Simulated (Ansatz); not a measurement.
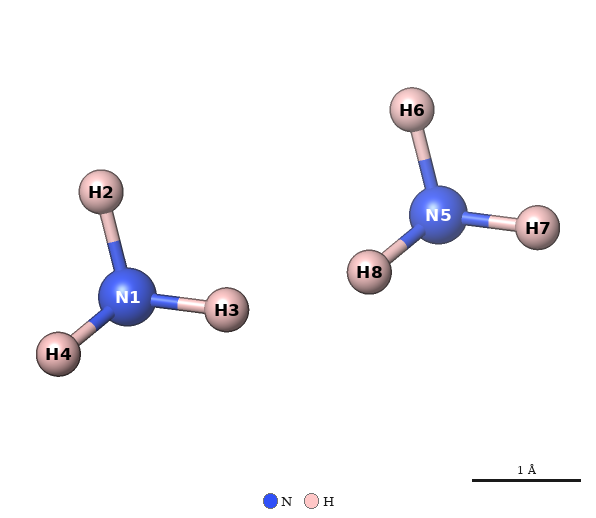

Simulated data, not a measurement (program: Ansatz).

Orthographic view. Atoms fade into the background with distance from the viewer. State: charge +1, doublet. Geometry: a fixed input geometry, not necessarily a minimum.

List all interatomic distances (Å) as a matrix.

| atom | N1 | H2 | H3 | H4 | N5 | H6 | H7 | H8 |
| --- | --- | --- | --- | --- | --- | --- | --- | --- |
| N1 | 0.00 |  |  |  |  |  |  |  |
| H2 | 1.01 | 0.00 |  |  |  |  |  |  |
| H3 | 1.01 | 1.62 | 0.00 |  |  |  |  |  |
| H4 | 1.01 | 1.62 | 1.62 | 0.00 |  |  |  |  |
| N5 | 3.00 | 3.17 | 2.27 | 3.86 | 0.00 |  |  |  |
| H6 | 3.17 | 3.00 | 2.60 | 4.06 | 1.01 | 0.00 |  |  |
| H7 | 3.86 | 4.06 | 3.00 | 4.62 | 1.01 | 1.62 | 0.00 |  |
| H8 | 2.27 | 2.60 | 1.38 | 3.00 | 1.01 | 1.62 | 1.62 | 0.00 |
